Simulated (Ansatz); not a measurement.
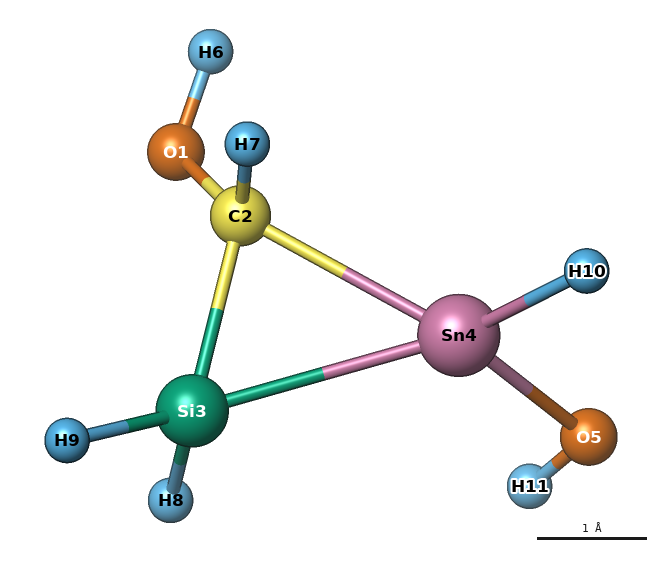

Atoms carry their numbers in the input. The geometry was computed by an optimisation with PBE-D4/def2-SVP. No frequency run is at hand to confirm it as a minimum.

**Describe the coordination of atom 1.**

O1 has 2 neighbours (C2 at 1.38, H6 at 0.98 Å); the arrangement is bent.

**How are the neighbours of atom 5 arranged?**

O5 has 2 neighbours (Sn4 at 2.02, H11 at 0.98 Å); the arrangement is bent.

**Which bond is the longest?**

Si3–Sn4, 2.549 Å.

**What is the dihedral angle O1–C2–Sn4–O5?**

22° in size, that is syn (eclipsed).
